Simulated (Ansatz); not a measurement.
**H9InN2 (In(NH3)2H3): density, localisation and related maps**

```yaml
atoms:
  - { symbol: In, position_ang: [0.0006, -0.0001, 0.0000] }
  - { symbol: N, position_ang: [-0.0096, -0.0190, 2.5449] }
  - { symbol: H, position_ang: [-0.9577, 0.0388, 2.9178] }
  - { symbol: H, position_ang: [0.5141, 0.7679, 2.9289] }
  - { symbol: H, position_ang: [0.4097, -0.8713, 2.9177] }
  - { symbol: N, position_ang: [0.0095, 0.0188, -2.5449] }
  - { symbol: H, position_ang: [-0.9378, 0.0256, -2.9238] }
  - { symbol: H, position_ang: [0.4813, -0.8015, -2.9265] }
  - { symbol: H, position_ang: [0.4881, 0.8410, -2.9139] }
  - { symbol: H, position_ang: [1.7513, -0.0109, 0.0063] }
  - { symbol: H, position_ang: [-0.8653, 1.5215, 0.0078] }
  - { symbol: H, position_ang: [-0.8843, -1.5107, -0.0143] }
```

Geometry: r2SCAN-D4/def2-SVP; core potentials replace the inner electrons of In.

Level of theory: Ansatz 0.2.0, RKS PBE0-D4/def2-TZVP.

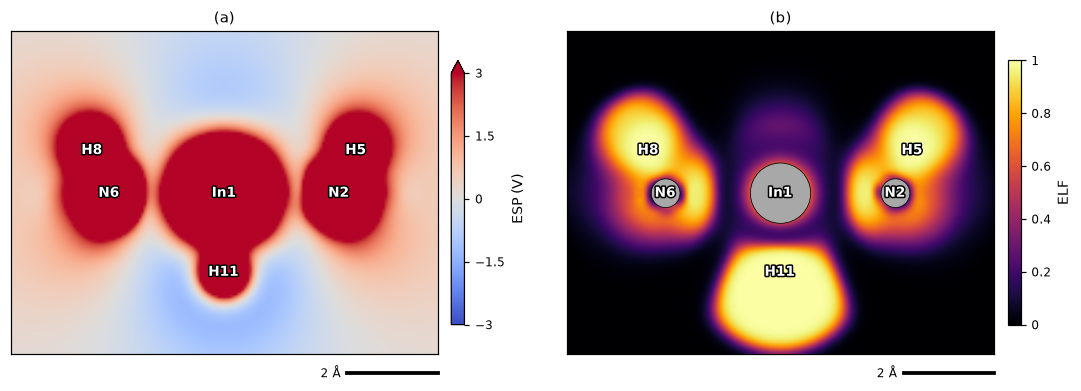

Figure 1. (a) electrostatic potential; (b) electron localisation function on the plane of atoms In1, N6 and H8. Grey discs cover the atomic cores in the ELF map.

> What does the map show?

The plane passes through In, N and H nuclei.
In–N (2.54 Å): the ELF peaks at about 0.95 in the valence shell of N, 0.7 Å from its nucleus, and drops to about 0.10 between the two atoms.
N–H (1.02 Å): the ELF climbs to about 1 towards the hydrogen, as it does in any bond to H (an ordinary covalent bond to hydrogen).
In–H (1.75 Å): the ELF climbs to about 1 towards the hydrogen.
Outside the dense part of the molecule the potential is most negative (−1.3 V) near H11.

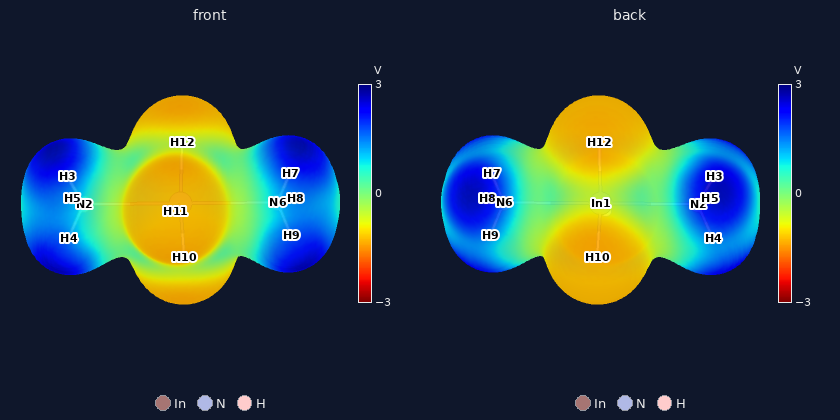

Figure 2. The molecular electrostatic potential painted on the density surface at 0.004 e/bohr³, seen from the front and from behind; red is negative and blue positive.

> Which sites attract a positive test charge, and which a negative one?

A positive charge is drawn to the negative regions and a negative charge to the positive ones. The most negative region (about −1.4 V, or −32 kcal/mol for a unit charge) lies over H10, H11 and H12, the most positive (about +2.7 V, or +62 kcal/mol for a unit charge) over the H atoms.

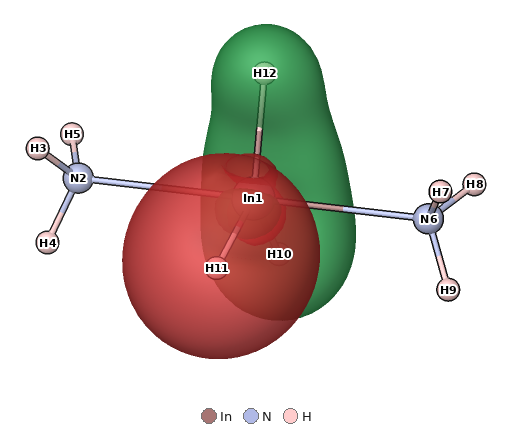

Figure 3. The HOMO at ±0.1 Å⁻³ᐟ² (green and red are the two phases), seen at a tilt.

> What is the character of this orbital?

It lies mainly on H11 (about 40 %), In1 (about 40 %), H10 (about 15 %) and H12 (about 5 %). It is one of a degenerate set, so its orientation is arbitrary. Its energy is −6.75 eV.
